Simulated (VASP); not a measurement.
Energy against volume of NaCl (rock salt). Computed with AM05 GGA, VASP's PBE PAW potentials (set 64) (plane waves; VASP).

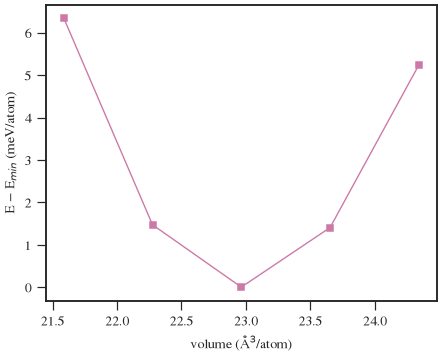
Energy against volume

Problem. Estimate the equilibrium volume and the bulk modulus.

Solution. The minimum lies near 23.0 Å³/atom, and the curvature gives B0 of about 22 GPa.

The compound is NaCl in the rock salt structure. It was relaxed first.
